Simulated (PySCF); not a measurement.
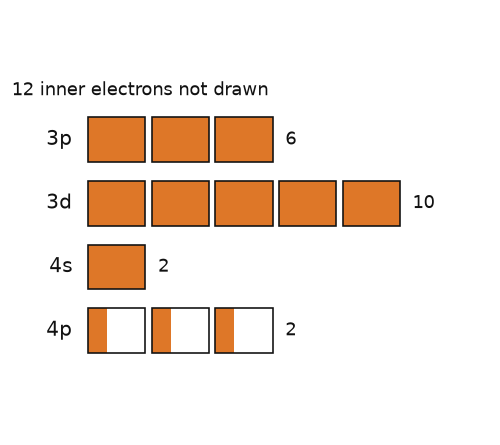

The outer shells of the nominal configuration: a box for each of the 2l + 1 orbitals, shaded by the share of the shell that is filled, with the electron count at the right.

# Run report: W⁴²⁺, atomic calculation

- system: W⁴²⁺, configuration 1s2 2s2 2p6 3s2 3p6 3d10 4s2 4p2, multiplicity 3.
- method: unrestricted M06, even-tempered 18s14p8d4f4g, spin-free X2C-1e, Gaussian nucleus (PySCF)

**Log (extracts)**
```
damping factor = 0
level_shift factor = 0
DIIS = <class 'pyscf.scf.diis.CDIIS'>
diis_start_cycle = 1
diis_space = 10
diis_damp = 0
SCF conv_tol = 1e-09
SCF conv_tol_grad = None
number electrons alpha = 17  beta = 15
XC functionals = M06
    Y. Zhao and D. G. Truhlar.,  Theor. Chem. Acc. 120, 215 (2008)
    Y. Zhao and D. G. Truhlar.,  Theor. Chem. Acc. 120, 215 (2008)
cycle= 1 E= -14988.938126446  delta_E= -0.0138  |g|= 0.15  |ddm|= 0.131
cycle= 2 E= -14988.9381470231  delta_E= -2.06e-05  |g|= 0.00544  |ddm|= 0.00517
cycle= 3 E= -14988.9381472472  delta_E= -2.24e-07  |g|= 0.000872  |ddm|= 0.000342
cycle= 4 E= -14988.9381472525  delta_E= -5.32e-09  |g|= 3.76e-05  |ddm|= 4.87e-05
cycle= 5 E= -14988.9381472525  delta_E= -2.91e-11  |g|= 1.34e-06  |ddm|= 4.96e-06
converged SCF energy = -14988.9381472525  <S^2> = 2.0002741  2S+1 = 3.0001827
```

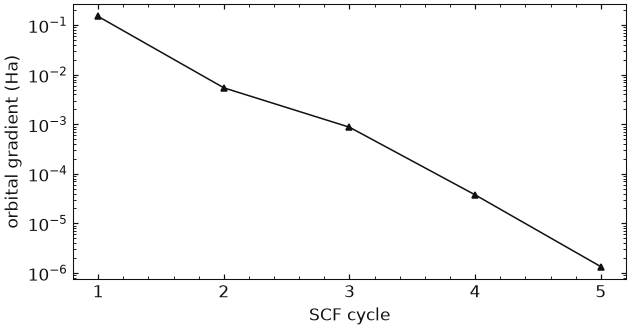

Convergence: orbital gradient against the SCF cycle. The residual falls at every step. It goes from 0.15 to 1.3×10⁻⁶ in 5 steps.

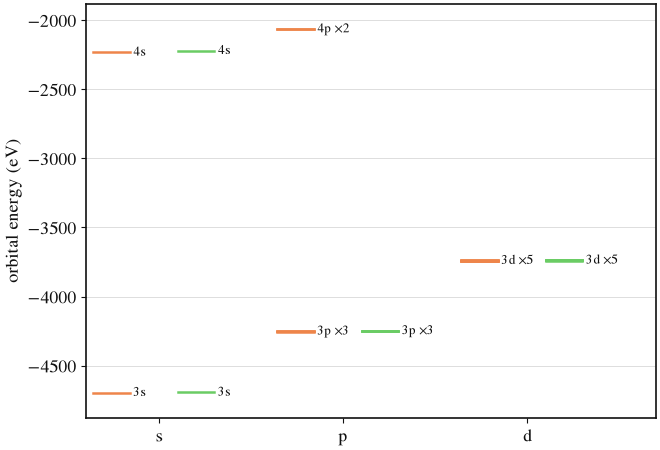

Orbital energies of the mean field, from the top down to −4695 eV, by angular momentum, α spin at the left of each column and β at the right; ×n counts the orbitals under one label. The highest filled orbital is 4p α at −2064 eV, the lowest empty one p α at −2051 eV.

**Input file**
```python
from pyscf import gto, scf, dft, mp, cc
mol = gto.M(atom="W 0 0 0", charge=42, spin=2, symmetry="D2h",
            basis=gto.etbs([(0, 18, 4.5, 2.5), (1, 14, 5.9, 2.5), (2, 8, 10, 2.5), (3, 4, 29, 2.7), (4, 4, 44, 2.7)]),
            nucmod="G")
mf = dft.UKS(mol, xc="M06").sfx2c1e()
mf.irrep_nelec = {'Ag': (6, 6), 'B1g': (1, 1), 'B2g': (1, 1), 'B3g': (1, 1), 'B1u': (3, 2), 'B2u': (3, 2), 'B3u': (2, 2)}
mf.kernel()
```

The script is an equivalent of what the driver set up; the driver started from orbitals of its own, so the log can be shorter than this script's would be, and it computed the properties (radii, ⟨L²⟩, response) afterwards. It held the occupations shell by shell, which the script's counts by irreducible representation don't always enforce.

The run was one of a batch that the task file lists, launched with:
```bash
OMP_NUM_THREADS=2 python <driver script> TASK.json OUT
```

**Key numbers**

```tsv
quantity	value
outcome	converged
total energy	−14988.9381 hartree
⟨S²⟩	2.000
⟨L²⟩	2.00
SCF iterations	5
hardware	2 threads of Arm Neoverse V2, 23 GiB of memory available, shared host
wall time	5.4 s (CPU time 11 s)
```
